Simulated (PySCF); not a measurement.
```xyz
17

C    -2.731    0.442   -0.206
C    -1.812   -0.273   -1.170
O    -0.499    0.285   -1.164
C     0.328   -0.122   -0.192
O     0.023   -0.927    0.649
C     1.671    0.552   -0.306
C     2.633    0.152    0.794
H    -2.763    1.521   -0.424
H    -2.393    0.297    0.829
H    -3.752    0.043   -0.293
H    -1.747   -1.344   -0.926
H    -2.159   -0.166   -2.208
H     2.069    0.315   -1.307
H     1.490    1.640   -0.323
H     2.229    0.407    1.784
H     3.599    0.661    0.673
H     2.810   -0.933    0.787
```

Question: Where will the first 8 clear peaks of this molecule's radial distribution curve from gas electron diffraction lie, and which pairs make them?

Answer: Peak 1, 1.18 Å: C–H 1.10 Å (×10), O–C 1.20 Å, not resolved
Peak 2, 1.48 Å: O–C 1.34–1.43 Å (×2), C–C 1.51 Å (×3), not resolved
Peak 3, 2.37 Å: C···H 2.15–2.52 Å (×11), O···O 2.24 Å, O···C 2.35–2.43 Å (×3), C···C 2.36–2.52 Å (×2), not resolved; in its flanks O···H 2.01–2.82 Å, O···C 2.67–2.83 Å
Peak 4, 3.14 Å: O···H 3.09–3.38 Å (×3), C···C 3.11 Å, O···C 3.19 Å, not resolved
Peak 5, 3.70 Å: C···H 3.47–3.96 Å (×5), O···H 3.67–3.91 Å (×3), C···C 3.68 Å, O···C 3.70 Å, not resolved; in its flanks O···H 4.01–4.03 Å
Peak 6, 4.40 Å: C···H 4.23–4.54 Å (×4), C···C 4.40 Å, O···H 4.51 Å, not resolved
Peak 7, 4.92 Å: C···C 4.88 Å, C···H 4.93–5.06 Å (×5), not resolved
Peak 8, 5.48 Å: C···H 5.34–5.79 Å (×6), C···C 5.46 Å, not resolved

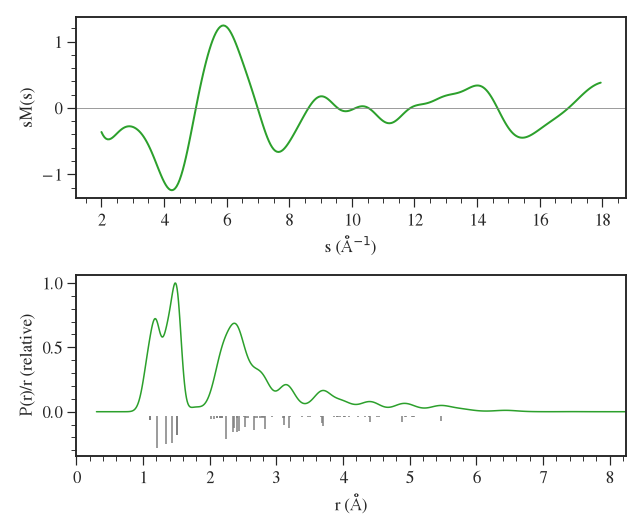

Simulated gas electron diffraction: reduced molecular intensity sM(s) from the Debye equation in the first Born approximation (top) and the radial distribution curve (bottom) of C5H10O2. Each pair of atoms contributes with weight ZᵢZⱼ/r (bars below the curve); damping constant 0.001 Å²; vibrational amplitudes assumed, not computed: 0.05 Å for bonds, 0.078 Å for bonds to H, 0.06 + 0.015 r up to 0.15 Å for other pairs. The geometry is the end point of an optimisation (PBE0-D3(BJ)/def2-SVP geometry optimisation, gas phase in PySCF 2.14.0, density-fitted response routines); it may be a saddle point or a higher isomer.
